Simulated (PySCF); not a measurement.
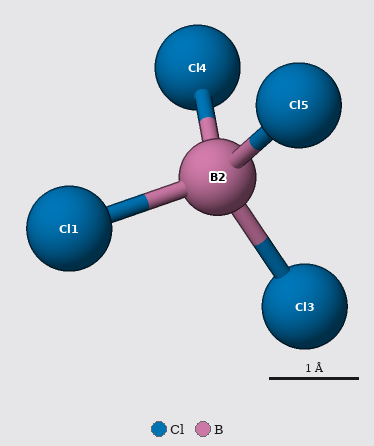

**Figure 1.** The structure as given in the input (ball-and-stick view, seen at a tilt; atoms are numbered from 1 in the order of the input). Bond lengths as drawn: B–Cl 1.86 Å.

# Two runs on BCl4

System: BCl4, charge −1, SMILES Cl[B-](Cl)(Cl)Cl.
Method of run A: GIAO PBE0/STO-3G NMR shielding, non-relativistic, gas phase (PySCF 2.14.0).

The geometry comes from this level: PBE0-D3(BJ)/def2-SVP. Text and figures count atoms from 1; the logs count them from 0 in places.

## Input, run A
```
{"job": {"kind": "nmr", "xc": "PBE0", "basis": "STO-3G", "pop": true}, "charge": -1, "multiplicity": 1}
Cl     1.769005    -0.625046    -0.233914
B      0.018837    -0.021277    -0.019470
Cl    -1.169786    -1.361372    -0.534368
Cl    -0.273349     0.414533     1.769129
Cl    -0.252607     1.488392    -1.077867
```

The first line tells a small driver script what to run in PySCF; the rest is the geometry in Å.

Command:
```bash
OMP_NUM_THREADS=1 python <driver script> task.json out
```

Hardware: 1 CPU thread, shared host.

## Output (run A)
```
coarse grid: 7584 points
cycle   1  E = -1844.9336197127  dE = -8.333e-01  |g| = 4.447e-01  |ddm| = 2.944e+00
cycle   2  E = -1844.9122951224  dE =  2.132e-02  |g| = 5.471e-01  |ddm| = 1.547e+00
cycle   3  E = -1845.0154368851  dE = -1.031e-01  |g| = 3.711e-03  |ddm| = 8.194e-01
cycle   4  E = -1845.0154440619  dE = -7.177e-06  |g| = 2.049e-04  |ddm| = 1.007e-02
final grid: 58192 points
cycle   5  E = -1844.9429018036  dE = -1.997e-06  |g| = 3.546e-03  |ddm| = 1.219e-02
cycle   6  E = -1844.9429013098  dE =  4.938e-07  |g| = 3.733e-03  |ddm| = 1.141e-02
cycle   7  E = -1844.9429064463  dE = -5.137e-06  |g| = 1.321e-05  |ddm| = 5.892e-03
cycle   8  E = -1844.9429064464  dE = -1.446e-10  |g| = 3.372e-06  |ddm| = 5.915e-05
converged SCF energy = -1844.9429064464

GIAO shielding tensors (ppm)
atom      isotropic    diamagn.    paramagn.     s11        s22        s33       span
  0 Cl    1059.504    1129.153     -69.649   1058.171   1060.121   1060.221      2.050
  1 B      110.345     193.562     -83.217    110.320    110.344    110.370      0.050
  2 Cl    1059.422    1129.175     -69.753   1058.164   1060.008   1060.093      1.929
  3 Cl    1059.345    1129.213     -69.868   1058.196   1059.908   1059.933      1.737
  4 Cl    1059.424    1129.195     -69.771   1058.100   1060.035   1060.137      2.036
```

The input of run B differs as follows (lines with − go, lines with + come):
```diff
-"basis": "STO-3G"
+"basis": "6-31G"
```

Predict how the results change.

The total energy of run B is 12669.0 kcal/mol lower, which measures the change of basis and not a stability. The HOMO goes from −1.27 to −3.71 eV. The LUMO goes from 11.03 to 6.35 eV. Of all shieldings, the largest change is that of Cl5, by −265.6 ppm. The SCF takes 11 iterations against 8. The basis functions go from 41 to 61.

## Output (run B)
```
coarse grid: 7584 points
cycle   1  E = -1865.1112605309  dE =  3.814e-01  |g| = 4.427e-01  |ddm| = 2.561e+00
cycle   2  E = -1865.0963563648  dE =  1.490e-02  |g| = 5.224e-01  |ddm| = 1.377e+00
cycle   3  E = -1865.1777075421  dE = -8.135e-02  |g| = 4.812e-02  |ddm| = 7.531e-01
cycle   4  E = -1865.1785100507  dE = -8.025e-04  |g| = 6.040e-03  |ddm| = 9.925e-02
cycle   5  E = -1865.1785234872  dE = -1.344e-05  |g| = 2.346e-04  |ddm| = 1.348e-02
cycle   6  E = -1865.1785235127  dE = -2.544e-08  |g| = 1.753e-05  |ddm| = 8.321e-04
final grid: 58192 points
cycle   7  E = -1865.1322617777  dE = -7.464e-06  |g| = 3.517e-03  |ddm| = 1.517e-02
cycle   8  E = -1865.1322611736  dE =  6.041e-07  |g| = 3.778e-03  |ddm| = 1.237e-02
cycle   9  E = -1865.1322661596  dE = -4.986e-06  |g| = 3.744e-04  |ddm| = 6.512e-03
cycle  10  E = -1865.1322662012  dE = -4.162e-08  |g| = 9.265e-06  |ddm| = 5.791e-04
cycle  11  E = -1865.1322662012  dE = -3.456e-11  |g| = 4.237e-06  |ddm| = 4.066e-05
converged SCF energy = -1865.1322662012

GIAO shielding tensors (ppm)
atom      isotropic    diamagn.    paramagn.     s11        s22        s33       span
  0 Cl     794.181    1146.082    -351.900    701.275    701.459    979.810    278.535
  1 B       96.618     189.921     -93.303     96.591     96.617     96.647      0.056
  2 Cl     793.950    1146.091    -352.141    700.961    701.110    979.777    278.816
  3 Cl     793.796    1146.105    -352.310    700.727    700.849    979.811    279.084
  4 Cl     793.854    1146.099    -352.245    700.874    701.038    979.648    278.774
```

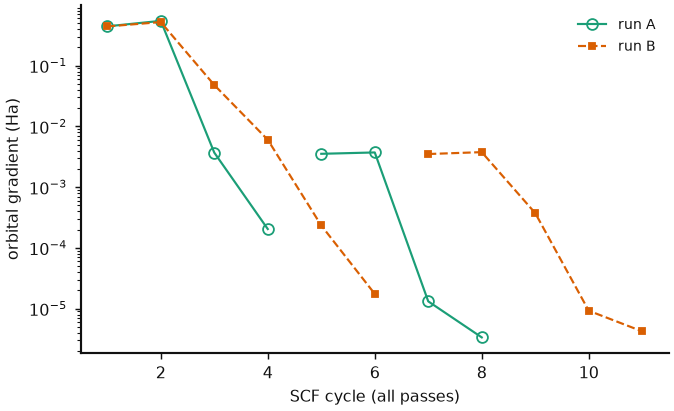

**Figure 2.** Convergence of the two runs: orbital gradient against the SCF cycle. A break in a curve parts two SCF passes (coarse and final grid). Run A takes 8 cycles in all, and run B takes 11.

## The two runs side by side

```csv
quantity,run A,run B
outcome,converged,converged
total energy (hartree),−1844.942906,−1865.132266
HOMO (eV),−1.27,−3.71
LUMO (eV),11.03,6.35
shielding of Cl1 (ppm),1059.5,794.2
shielding of B2 (ppm),110.3,96.6
shielding of Cl3 (ppm),1059.4,793.9
shielding of Cl4 (ppm),1059.3,793.8
shielding of Cl5 (ppm),1059.4,793.9
SCF iterations,8,11
basis functions,41,61
wall time (shared host),1.8 s,3.6 s
```
